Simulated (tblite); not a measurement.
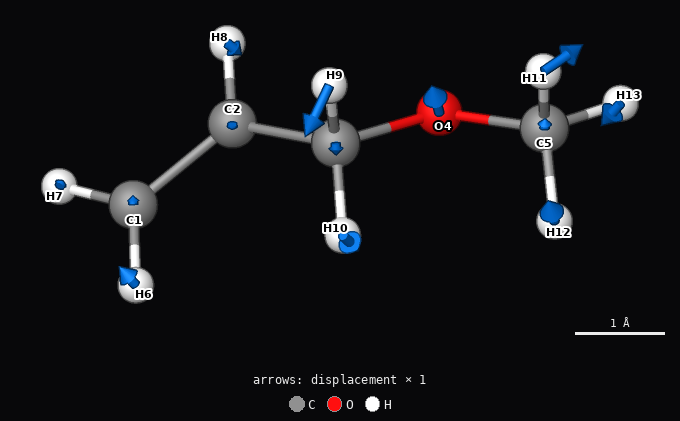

A relaxation of C$_{4}$H$_{8}$O (charge +1, multiplicity 2). The starting structure is drawn; blue arrows show the displacements, at their true length. The two geometries are superimposed by the best rigid fit.

The picture is a ball-and-stick view, seen at a tilt.

All numbers below come from tblite, GFN2-xTB geometry optimisation, gas phase. 

Question: What did the optimiser do to the structure, and how much energy did it gain?

Answer: The atom that moves furthest after the best rigid fit is an H atom (0.66 Å). Largest moves by element: H 0.66 Å, O 0.52 Å, C 0.15 Å. Some distances before and after: C–C 1.445 → 1.339 Å, C–O 1.423 → 1.371 Å, C–O 1.413 → 1.390 Å, C–H 1.097 → 1.117 Å. Bond angles that change, for instance: C–O–C 112.9° → 120.7°, H–C–H 109.1° → 103.7°, C–C–H 109.4° → 104.7°. Groups turn about C–O by about 65°, C–C by about 35°, C–O by about 25°. After 82 geometry steps the energy has fallen by 0.469 eV.
